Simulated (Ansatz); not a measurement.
## SiO2: response to strain

Base system: SiO₂ (space group P3_221, No. 154; a = 5.022 Å, c = 5.510 Å). Axes: x lies along a and z along c of the hexagonal cell.

Strains are applied to the cell and any free atomic positions relax.

All numbers come from DFT with PBE, PAW potentials and a 420 eV plane-wave cutoff in Ansatz (a first-principles code), spin-orbit coupling left out.

Notes on the quantities. energy relative to the base: free energy F.

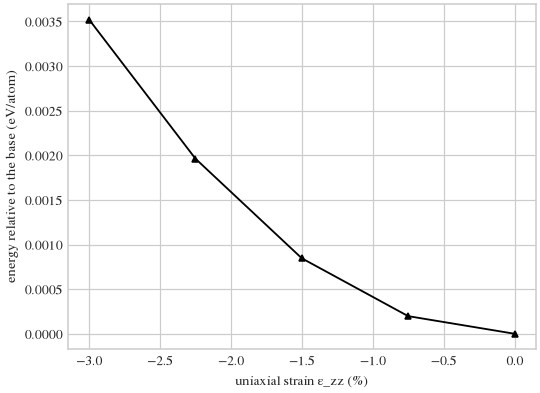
*Energy relative to the base against uniaxial strain ε_zz*

Question: From the plot, what is the energy relative to the base for uniaxial strain ε_zz = −3.00 %?

Answer: About 0.0035 eV/atom.

Question: Is the trend monotonic over the range shown?

Answer: Yes, it falls throughout, spanning 0 meV/atom to +3.5 meV/atom.

No phonon test of stability was made.
